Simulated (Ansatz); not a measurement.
**A computed series for AlN: pressure series**

Consider AlN in the zinc blende structure (space group F-43m, No. 216).

```yaml
crystal:
  lattice:
    - [0.00000, 2.17113, 2.17113]
    - [2.17113, 0.00000, 2.17113]
    - [2.17113, 2.17113, 0.00000]
  atoms:
    - { symbol: Al, position: [0.00000, 0.00000, 0.00000] }
    - { symbol: N, position: [0.25000, 0.25000, 0.25000] }
```

Cell and atoms are relaxed at each pressure.

Computed with Ansatz (a first-principles code) LDA, no spin-orbit coupling.

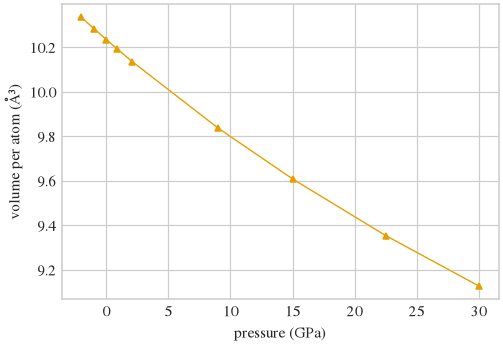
Figure. Volume per atom against pressure

Problem. From the plot, what is the volume per atom for pressure 2.1 GPa?

Solution. About 10.1 Å³.

Problem. Is the trend monotonic over the range shown?

Solution. Yes, it falls throughout, spanning 9.13 Å³ to 10.33 Å³.

Load acts through the strain it causes; cell and atoms are relaxed under it. No phonon test of stability was made. Tetrahedral semiconductors of this kind turn to denser phases somewhere between about 1 and 50 GPa; those were not computed, so compressed cells here can lie past the real transition. This is not the structure that AlN has at room temperature and ambient pressure.
